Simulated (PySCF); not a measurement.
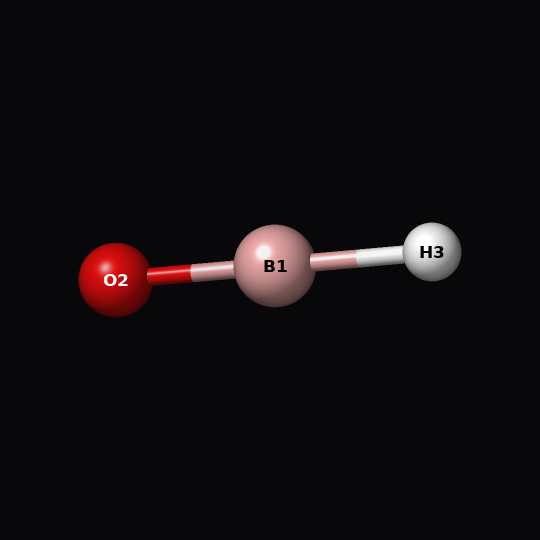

The geometry was computed by an optimisation with PBE0-D3(BJ)/def2-SVP. No frequency run is at hand to confirm it as a minimum. Method: TDDFT CAM-B3LYP/def2-SVPD, vertical, gas phase, core orbitals frozen in the response (PySCF 2.14.0), and the same with a continuum solvent (IEF-PCM, Bondi radii x 1.2, gas-phase geometry).

How do dipole (D), HOMO–LUMO gap (eV), lowest singlet (eV) change in chloroform (ε = 4.7), methanol (ε = 32.6)?

| medium | dipole (D) | HOMO–LUMO gap (eV) | lowest singlet (eV) |
| --- | --- | --- | --- |
| gas phase | 2.89 | 12.88 | 7.99 |
| chloroform | 3.34 | 13.20 | 8.27 |
| methanol | 3.51 | 13.30 | 8.38 |
